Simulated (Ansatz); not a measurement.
# BH₄O (doublet): correlated methods under varied settings at distance B1–H4 along a hydrogen transfer = 1.389 Å

Aim: run BH₄O (doublet) at one geometry under a spread of methods and options, and see what each costs and gives.

Program: Ansatz 0.2.0, Gaussian basis. Level of theory: the settings change from run to run. These are calculated values, not measurements.

5 further runs of the same task are left out: 1 for a mislabelled method, 2 that didn't finish, 2 set aside as unsound or not needed.

### 1 The geometry

The geometry derives from fragments relaxed apart (PBE0/def2-TZVP) and kept rigid, so it is no stationary point. A hydrogen atom is moved between rigid fragments.

6 atoms, charge 0, spin multiplicity 2.

Atoms are counted from 1 here; the program's logs count them from 0.

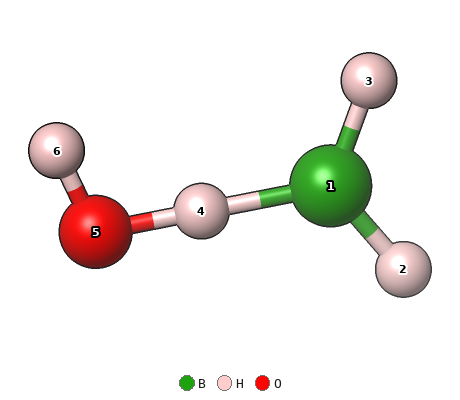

The geometry (boron green, hydrogen pink, oxygen red); atoms are numbered from 1 in the order of the file.

### 2 MP2 on UHF/cc-pVDZ

Input file in.yaml:

```yaml
crystal:
  periodic: [false, false, false]
  atoms:
    - {symbol: B, position_ang: [-1.406986, 0.030718, 0.000000]}
    - {symbol: H, position_ang: [-2.003719, 1.064290, 0.000000]}
    - {symbol: H, position_ang: [-2.003719, -1.002853, 0.000000]}
    - {symbol: H, position_ang: [-0.017986, 0.030718, 0.000000]}
    - {symbol: O, position_ang: [1.118014, 0.030718, 0.000000]}
    - {symbol: H, position_ang: [1.369873, -0.909232, 0.000000]}
basis:
  gaussian: {orbitals: cc-pVDZ}
magnetization: {spin_polarized: true, initial_magnetization: 1}
correlation: {method: mp2, electrons: outside_noble_gas}
output: {forces: true}
```

Command:

```bash
$ ansatz run in.yaml --threads 1 --pin off --events-out ev --progress --plain --max-ram 2393MiB
```

The program printed, shortened:

```text
Functional definition: HF
  name "HF"
  cite "Fock, Z. Phys. 61, 126 (1930) doi:10.1007/BF01340294"
  parent pbe
[...]
433 factors; integrals over basis functions are off by at most 1.4e-3 eV
[...]
mean field -2768.53179325 eV, -101.7416668239 hartree, gradient 2.2e-6 eV, S^2 0.776957; 7 other end points of the search recorded, 0 dependent functions left out
2 core orbitals not correlated: weight in the atoms' cores, before any rotation towards them, 1.000 or more for the frozen orbitals, at most 0.000 for the correlated occupied ones
reference -2768.53179325 eV, -101.7416668239 hartree; 7, 6 occupied and 39, 40 virtual orbitals, 433 factors
second order -7.61354541 eV of doubles, -0.00000000 eV of singles
[...]
Total energy: -2776.14533867 eV, -102.0214594570 hartree
Atom 0 at    -1.406986     0.030718     0.000000 Å, force    -1.722499    -0.082611     0.000000 eV/Å
Atom 1 at    -2.003719     1.064290     0.000000 Å, force     0.202888     0.352737    -0.000000 eV/Å
Atom 2 at    -2.003719    -1.002853     0.000000 Å, force     0.163335    -0.363693     0.000000 eV/Å
Atom 3 at    -0.017986     0.030718     0.000000 Å, force     2.580461    -0.134939    -0.000000 eV/Å
Atom 4 at     1.118014     0.030718     0.000000 Å, force    -0.843800     0.219223    -0.000000 eV/Å
Atom 5 at     1.369873    -0.909232     0.000000 Å, force    -0.380385     0.009283     0.000000 eV/Å
Dipole moment:    -0.325233    -0.291137    -0.000000 e Å
```

Run time: 0.75 s. Hardware: 1 thread of Intel Xeon Platinum 8488C, shared host.

From the report: ⟨S²⟩ of the determinant 0.777 (pure doublet: 0.75).

### 3 CCSD(T)/cc-pVDZ

in.yaml, as its differences from that of step 2:

```diff
@@ -11,4 +11,5 @@
   gaussian: {orbitals: cc-pVDZ}
-magnetization: {spin_polarized: true, initial_magnetization: 1}
-correlation: {method: mp2, electrons: outside_noble_gas}
+magnetization: {spin_polarized: false, initial_magnetization: 1}
+hamiltonian: {xc: {name: r2SCAN}}
+correlation: {method: ccsd_t, electrons: valence}
 output: {forces: true}
```

Launched as before.

The program printed, shortened:

```text
Functional definition: r2SCAN
  name "r2SCAN"
  cite "Furness, Kaplan, Ning, Perdew & Sun, J. Phys. Chem. Lett. 11, 8208 (2020) doi:10.1021/acs.jpclett.0c02405"
  cite "Furness, Kaplan, Ning, Perdew & Sun, J. Phys. Chem. Lett. 11, 9248 (2020) doi:10.1021/acs.jpclett.0c03077"
  parent r2scan
[...]
433 factors; integrals over basis functions are off by at most 1.4e-3 eV
[...]
mean field -2783.13173702 eV, -102.2782048611 hartree, gradient 8.6e-6 eV, S^2 0.750000; 1 other end points of the search recorded, 0 dependent functions left out
[...]
2 core orbitals not correlated: weight in the atoms' cores, before any rotation towards them, 1.000 or more for the frozen orbitals, at most 0.000 for the correlated occupied ones
reference -2767.92847462 eV, -101.7194952731 hartree; 7, 6 occupied and 39, 40 virtual orbitals, 433 factors
second order -8.20269410 eV of doubles, -0.37417870 eV of singles
cycle   1  -8.66381948 eV  change   -8.6e-2 eV  update   8.7e-2
[...]
cycle  14  -9.02889660 eV  change   -1.1e-6 eV  update   6.8e-7
perturbative correction -0.20268619 eV, -0.0074485802 hartree
[...]
Total energy: -2777.16005741 eV, -102.0587496832 hartree
Atom 0 at    -1.406986     0.030718     0.000000 Å, force    -1.302658    -0.094126     0.000000 eV/Å
Atom 1 at    -2.003719     1.064290     0.000000 Å, force     0.092183     0.458336     0.000000 eV/Å
Atom 2 at    -2.003719    -1.002853     0.000000 Å, force     0.049825    -0.466676    -0.000000 eV/Å
Atom 3 at    -0.017986     0.030718     0.000000 Å, force     1.561738    -0.150994     0.000000 eV/Å
Atom 4 at     1.118014     0.030718     0.000000 Å, force    -0.011901     0.355251    -0.000000 eV/Å
Atom 5 at     1.369873    -0.909232     0.000000 Å, force    -0.389187    -0.101790     0.000000 eV/Å
Dipole moment:    -0.247753    -0.288323    -0.000000 e Å
```

Run time: 8 s. Hardware: 1 thread of Intel Xeon Platinum 8488C, shared host.

From the report: correlation -9.2316 eV; T1 0.019; largest double amplitude 0.05. The orbitals are Kohn-Sham ones, so correlation energy and T1 don't compare with those on Hartree-Fock orbitals.

### 4 CISD/def2-SVP

in.yaml, as its differences from that of step 3:

```diff
@@ -10,6 +10,4 @@
 basis:
-  gaussian: {orbitals: cc-pVDZ}
+  gaussian: {orbitals: def2-SVP}
 magnetization: {spin_polarized: false, initial_magnetization: 1}
-hamiltonian: {xc: {name: r2SCAN}}
-correlation: {method: ccsd_t, electrons: valence}
-output: {forces: true}
+correlation: {active_space: {ras: {orbitals: [8, 1, 39], electrons: 17, max_holes: 2, max_particles: 2}, fixed_orbitals: true}}
```

Same command.

The program printed:

```text
Functional definition: HF
  name "HF"
  cite "Fock, Z. Phys. 61, 126 (1930) doi:10.1007/BF01340294"
  parent pbe
  exchange = exact_x
  correlation = 0
481 factors; integrals over basis functions are off by at most 1.3e-3 eV
mean field evaluation 1: about -2763.0594 eV, gradient 3.2e1 eV
mean field evaluation 2: about -2763.0827 eV, gradient 3.2e1 eV
mean field evaluation 4: about -2765.8021 eV, gradient 2.4e0 eV
mean field evaluation 8: about -2765.8386 eV, gradient 8.5e-2 eV
mean field evaluation 16: about -2763.5851 eV, gradient 3.8e-2 eV
mean field evaluation 32: about -2761.2971 eV, gradient 2.9e1 eV
mean field -2765.83873101 eV, -101.6426986119 hartree, gradient 8.4e-6 eV, S^2 0.750000; 4 other end points of the search recorded, 0 dependent functions left out
reference -2765.83873101 eV, -101.6426986119 hartree; 9, 8 occupied and 39, 40 virtual orbitals, 481 factors
state -2773.96495888 eV, -101.9413319777 hartree
Total energy: -2773.96495888 eV, -101.9413319777 hartree
```

Wall time 9.5 s (1 thread of Intel Xeon Platinum 8488C, shared host).

From the report: 138,817 determinants.

### 5 CCSD(T) on UHF/cc-pVDZ

in.yaml, as its differences from that of step 4:

```diff
@@ -10,4 +10,5 @@
 basis:
-  gaussian: {orbitals: def2-SVP}
-magnetization: {spin_polarized: false, initial_magnetization: 1}
-correlation: {active_space: {ras: {orbitals: [8, 1, 39], electrons: 17, max_holes: 2, max_particles: 2}, fixed_orbitals: true}}
+  gaussian: {orbitals: cc-pVDZ, fitting: {mean_field: def2-universal-jkfit}}
+magnetization: {spin_polarized: true, initial_magnetization: 1}
+correlation: {method: ccsd_t, electrons: outside_noble_gas}
+output: {forces: true}
```

Same command.

The program printed, shortened:

```text
Functional definition: HF
  name "HF"
  cite "Fock, Z. Phys. 61, 126 (1930) doi:10.1007/BF01340294"
  parent pbe
[...]
224 factors; integrals over basis functions are off by at most 2.6e-1 eV
[...]
mean field -2768.53095354 eV, -101.7416359651 hartree, gradient 1.8e-6 eV, S^2 0.776956; 8 other end points of the search recorded, 0 dependent functions left out
determinant -2768.53095354 eV, -101.7416359651 hartree, with singles and doubles -2777.01122221 eV, -102.0532800905 hartree
determinant -2766.22156369 eV, -101.6567674533 hartree, with singles and doubles -2775.08621868 eV, -101.9825375156 hartree
determinant -2766.18503564 eV, -101.6554250724 hartree, with singles and doubles -2774.19868609 eV, -101.9499212945 hartree
determinant -2763.87444775 eV, -101.5705125336 hartree, with singles and doubles -2771.67735999 eV, -101.8572642692 hartree
[...]
second order -7.60792161 eV of doubles, -0.00000000 eV of singles
cycle   1  -8.48038640 eV  change   -1.2e-4 eV  update   1.5e-3
[...]
cycle   9  -8.48084034 eV  change    1.9e-6 eV  update   1.8e-6
perturbative correction -0.16740372 eV, -0.0061519732 hartree
[...]
Total energy: -2777.17919760 eV, -102.0594530723 hartree
Atom 0 at    -1.406986     0.030718     0.000000 Å, force    -1.306408    -0.094358     0.000000 eV/Å
Atom 1 at    -2.003719     1.064290     0.000000 Å, force     0.093455     0.455166    -0.000000 eV/Å
Atom 2 at    -2.003719    -1.002853     0.000000 Å, force     0.050875    -0.463371     0.000000 eV/Å
Atom 3 at    -0.017986     0.030718     0.000000 Å, force     1.562548    -0.150389    -0.000000 eV/Å
Atom 4 at     1.118014     0.030718     0.000000 Å, force    -0.011169     0.351324    -0.000000 eV/Å
Atom 5 at     1.369873    -0.909232     0.000000 Å, force    -0.389303    -0.098372     0.000000 eV/Å
Dipole moment:    -0.249866    -0.288315    -0.000000 e Å
```

Wall time 5.5 s (1 thread of Intel Xeon Platinum 8488C, shared host).

From the report: ⟨S²⟩ of the determinant 0.777 (pure doublet: 0.75); correlation -8.6482 eV; T1 0.017; largest double amplitude 0.05.

### 6 CCSD(T) on UHF/cc-pVDZ

in.yaml, as its differences from that of step 5:

```diff
@@ -10,5 +10,4 @@
 basis:
-  gaussian: {orbitals: cc-pVDZ, fitting: {mean_field: def2-universal-jkfit}}
+  gaussian: {orbitals: cc-pVDZ}
 magnetization: {spin_polarized: true, initial_magnetization: 1}
-correlation: {method: ccsd_t, electrons: outside_noble_gas}
-output: {forces: true}
+correlation: {method: ccsd_t, electrons: all, diis_vectors: 2}
```

Same command.

The program printed, shortened:

```text
Functional definition: HF
  name "HF"
  cite "Fock, Z. Phys. 61, 126 (1930) doi:10.1007/BF01340294"
  parent pbe
[...]
433 factors; integrals over basis functions are off by at most 1.4e-3 eV
[...]
mean field -2768.53179325 eV, -101.7416668239 hartree, gradient 2.2e-6 eV, S^2 0.776957; 8 other end points of the search recorded, 0 dependent functions left out
determinant -2768.53179325 eV, -101.7416668239 hartree, with singles and doubles -2777.11102382 eV, -102.0569477319 hartree
determinant -2766.22252490 eV, -101.6568027772 hartree, with singles and doubles -2775.18674739 eV, -101.9862318774 hartree
determinant -2766.18541464 eV, -101.6554390003 hartree, with singles and doubles -2774.29835376 eV, -101.9535840136 hartree
determinant -2763.87507308 eV, -101.5705355139 hartree, with singles and doubles -2771.77743194 eV, -101.8609418457 hartree
reference -2768.53179325 eV, -101.7416668239 hartree; 9, 8 occupied and 39, 40 virtual orbitals, 433 factors
second order -7.72014515 eV of doubles, -0.00000000 eV of singles
cycle   1  -8.57936294 eV  change   -1.3e-4 eV  update   1.5e-3
[...]
cycle   7  -8.57982334 eV  change   -2.1e-5 eV  update   1.6e-5
perturbative correction -0.16897891 eV, -0.0062098605 hartree
Total energy: -2777.28059551 eV, -102.0631793765 hartree
```

Run time: 4.3 s. Hardware: 1 thread of Intel Xeon Platinum 8488C, shared host.

From the report: ⟨S²⟩ of the determinant 0.777 (pure doublet: 0.75); correlation -8.7488 eV; T1 0.015; largest double amplitude 0.05.

### 7 HF/6-31G

in.yaml, as its differences from that of step 6:

```diff
@@ -10,4 +10,6 @@
 basis:
-  gaussian: {orbitals: cc-pVDZ}
+  gaussian: {orbitals: 6-31G}
 magnetization: {spin_polarized: true, initial_magnetization: 1}
-correlation: {method: ccsd_t, electrons: all, diis_vectors: 2}
+hamiltonian: {xc: hf}
+accuracy: high
+output: {forces: true, orbitals: {seedname: orbitals}}
```

The command is unchanged.

The program printed, shortened:

```text
Functional definition: HF
  name "HF"
  cite "Fock, Z. Phys. 61, 126 (1930) doi:10.1007/BF01340294"
  parent pbe
[...]
581 factors; integrals over basis functions are off by at most 4.2e-9 eV
[...]
mean field -2767.16433105 eV, -101.6914135146 hartree, gradient 2.6e-8 eV, S^2 0.777836; 0 other end points of the search recorded, 0 dependent functions left out
[...]
reference -2767.16433105 eV, -101.6914135146 hartree; 9, 8 occupied and 17, 18 virtual orbitals, 581 factors
Total energy: -2767.16433105 eV, -101.6914135146 hartree
Atom 0 at    -1.406986     0.030718     0.000000 Å, force    -1.737364    -0.056469     0.000000 eV/Å
Atom 1 at    -2.003719     1.064290     0.000000 Å, force     0.413281    -0.104819     0.000000 eV/Å
Atom 2 at    -2.003719    -1.002853     0.000000 Å, force     0.321616     0.072669    -0.000000 eV/Å
Atom 3 at    -0.017986     0.030718     0.000000 Å, force     0.324113     0.180403    -0.000000 eV/Å
Atom 4 at     1.118014     0.030718     0.000000 Å, force     0.785825    -0.718120     0.000000 eV/Å
Atom 5 at     1.369873    -0.909232     0.000000 Å, force    -0.107472     0.626337    -0.000000 eV/Å
Dipole moment:    -0.313562    -0.387090    -0.000000 e Å
```

Wall time 0.36 s (1 thread of Intel Xeon Platinum 8488C, shared host).

From the report: ⟨S²⟩ of the determinant 0.778 (pure doublet: 0.75).

### 8 BCCD(T)/STO-3G

in.yaml, as its differences from that of step 7:

```diff
@@ -10,6 +10,6 @@
 basis:
-  gaussian: {orbitals: 6-31G}
+  gaussian: {orbitals: STO-3G}
 magnetization: {spin_polarized: true, initial_magnetization: 1}
-hamiltonian: {xc: hf}
-accuracy: high
-output: {forces: true, orbitals: {seedname: orbitals}}
+hamiltonian: {xc: {name: B3LYP}}
+correlation: {method: bccd_t, electrons: valence}
+output: {forces: true}
```

The command is unchanged.

The program printed, shortened:

```text
Functional definition: B3LYP
  name "B3LYP"
  cite "Stephens, Devlin, Chabalowski & Frisch, J. Phys. Chem. 98, 11623 (1994) doi:10.1021/j100096a001"
  cite "Becke, Phys. Rev. A 38, 3098 (1988) doi:10.1103/PhysRevA.38.3098"
  cite "Lee, Yang & Parr, Phys. Rev. B 37, 785 (1988) doi:10.1103/PhysRevB.37.785"
  cite "Vosko, Wilk & Nusair, Can. J. Phys. 58, 1200 (1980) doi:10.1139/p80-159"
[...]
183 factors; integrals over basis functions are off by at most 5.6e-5 eV
[...]
mean field -2746.52932109 eV, -100.9330908857 hartree, gradient 3.4e-6 eV, S^2 0.755193; 4 other end points of the search recorded, 0 dependent functions left out
2 core orbitals not correlated: weight in the atoms' cores, before any rotation towards them, 1.000 or more for the frozen orbitals, at most 0.000 for the correlated occupied ones
reference -2730.81209622 eV, -100.3554935252 hartree; 7, 6 occupied and 5, 6 virtual orbitals, 183 factors
second order -1.93569437 eV of doubles, -0.16064478 eV of singles
cycle   1  -2.54147031 eV  change   -4.4e-1 eV  update   5.9e-2
[...]
cycle  16  -2.81061264 eV  change    2.4e-7 eV  update   4.6e-7
perturbative correction -0.02002151 eV, -0.0007357769 hartree
[...]
Total energy: -2733.64273037 eV, -100.4595174117 hartree
Atom 0 at    -1.406986     0.030718     0.000000 Å, force    -0.689090    -0.174463     0.000000 eV/Å
Atom 1 at    -2.003719     1.064290     0.000000 Å, force     0.190614    -0.168113     0.000000 eV/Å
Atom 2 at    -2.003719    -1.002853     0.000000 Å, force     0.122309     0.159746    -0.000000 eV/Å
Atom 3 at    -0.017986     0.030718     0.000000 Å, force    -1.948469    -0.206611     0.000000 eV/Å
Atom 4 at     1.118014     0.030718     0.000000 Å, force     2.030047     3.993249     0.000000 eV/Å
Atom 5 at     1.369873    -0.909232     0.000000 Å, force     0.294590    -3.603808    -0.000000 eV/Å
Dipole moment:    -0.055416    -0.234293    -0.000000 e Å
```

Run time: 1.3 s. Hardware: 1 thread of Intel Xeon Platinum 8488C, shared host.

From the report: ⟨S²⟩ of the determinant 0.755 (pure doublet: 0.75); correlation -2.8306 eV; largest double amplitude 0.08.

### 9 CCSDT(Q)/6-31G

in.yaml, as its differences from that of step 8:

```diff
@@ -10,6 +10,6 @@
 basis:
-  gaussian: {orbitals: STO-3G}
-magnetization: {spin_polarized: true, initial_magnetization: 1}
+  gaussian: {orbitals: 6-31G}
+magnetization: {spin_polarized: false, initial_magnetization: 1}
 hamiltonian: {xc: {name: B3LYP}}
-correlation: {method: bccd_t, electrons: valence}
+correlation: {method: ccsdt_q, electrons: outside_noble_gas}
 output: {forces: true}
```

Same command.

The program printed, shortened:

```text
Functional definition: B3LYP
  name "B3LYP"
  cite "Stephens, Devlin, Chabalowski & Frisch, J. Phys. Chem. 98, 11623 (1994) doi:10.1021/j100096a001"
  cite "Becke, Phys. Rev. A 38, 3098 (1988) doi:10.1103/PhysRevA.38.3098"
  cite "Lee, Yang & Parr, Phys. Rev. B 37, 785 (1988) doi:10.1103/PhysRevB.37.785"
  cite "Vosko, Wilk & Nusair, Can. J. Phys. 58, 1200 (1980) doi:10.1139/p80-159"
[...]
541 factors; integrals over basis functions are off by at most 1.3e-7 eV
[...]
mean field -2783.97438480 eV, -102.3091715959 hartree, gradient 8.5e-6 eV, S^2 0.750000; 1 other end points of the search recorded, 0 dependent functions left out
[...]
2 core orbitals not correlated: weight in the atoms' cores, before any rotation towards them, 1.000 or more for the frozen orbitals, at most 0.000 for the correlated occupied ones
reference -2766.65376046 eV, -101.6726503915 hartree; 7, 6 occupied and 17, 18 virtual orbitals, 541 factors
second order -5.19620227 eV of doubles, -0.31578110 eV of singles
cycle   1  -5.52095271 eV  change   -1.1e-2 eV  update   7.9e-2
[...]
cycle  17  -5.93547631 eV  change    4.8e-7 eV  update   8.1e-7
perturbative correction -0.01786564 eV, -0.0006565503 hartree
[...]
Total energy: -2772.60710241 eV, -101.8914316731 hartree
Atom 0 at    -1.406986     0.030718     0.000000 Å, force    -1.515383    -0.070005    -0.000000 eV/Å
Atom 1 at    -2.003719     1.064290     0.000000 Å, force     0.152194     0.343014     0.000000 eV/Å
Atom 2 at    -2.003719    -1.002853     0.000000 Å, force     0.072242    -0.366523     0.000000 eV/Å
Atom 3 at    -0.017986     0.030718     0.000000 Å, force     0.829277     0.181073     0.000000 eV/Å
Atom 4 at     1.118014     0.030718     0.000000 Å, force     0.218996     0.666509     0.000000 eV/Å
Atom 5 at     1.369873    -0.909232     0.000000 Å, force     0.242674    -0.754068    -0.000000 eV/Å
Dipole moment:    -0.322697    -0.362422     0.000000 e Å
```

Wall time 52 s (1 thread of Intel Xeon Platinum 8488C, shared host); peak memory 0.8 GiB.

From the report: correlation -5.9533 eV; T1 0.018; largest double amplitude 0.05. The orbitals are Kohn-Sham ones, so correlation energy and T1 don't compare with those on Hartree-Fock orbitals.

### 10 All runs side by side

Where basis and cores are those of an earlier UCCSDT(Q)/cc-pVDZ run (-2777.2226 eV), and the state is the same kind, the miss against it is given.

```csv
level,correlated,functions,energy (eV),from UCCSDT(Q) (meV),time
MP2 on UHF/cc-pVDZ,outside noble gas,48,-2776.1453,1077.2,0.75 s
CCSD(T)/cc-pVDZ (on r2SCAN orbitals),valence,48,-2777.1601,62.5,8 s
CISD/def2-SVP,all,48,-2773.9650,,9.5 s
CCSD(T) on UHF/cc-pVDZ,outside noble gas,48,-2777.1792,43.4,5.5 s
CCSD(T) on UHF/cc-pVDZ,all,48,-2777.2806,,4.3 s
HF/6-31G,,26,-2767.1643,,0.36 s
BCCD(T)/STO-3G (on B3LYP orbitals),valence,14,-2733.6427,,1.3 s
CCSDT(Q)/6-31G (on B3LYP orbitals),outside noble gas,26,-2772.6071,,52 s
```

### 11 Summary of results

```
quantity                                     value
    runs                                         8
quickest                          HF/6-31G, 0.36 s
 slowest  CCSDT(Q)/6-31G (on B3LYP orbitals), 52 s
```

What this shows: Total energies in different bases, with other cores or another treatment of relativity can't be set against each other. CCSDT(Q)/6-31G (on B3LYP orbitals) took 143 times as long as HF/6-31G; the jobs differ in more than the method. Among the correlated runs with a miss given, it spans +43 to +1077 meV. Cores frozen from Kohn-Sham orbitals shift the total energy.
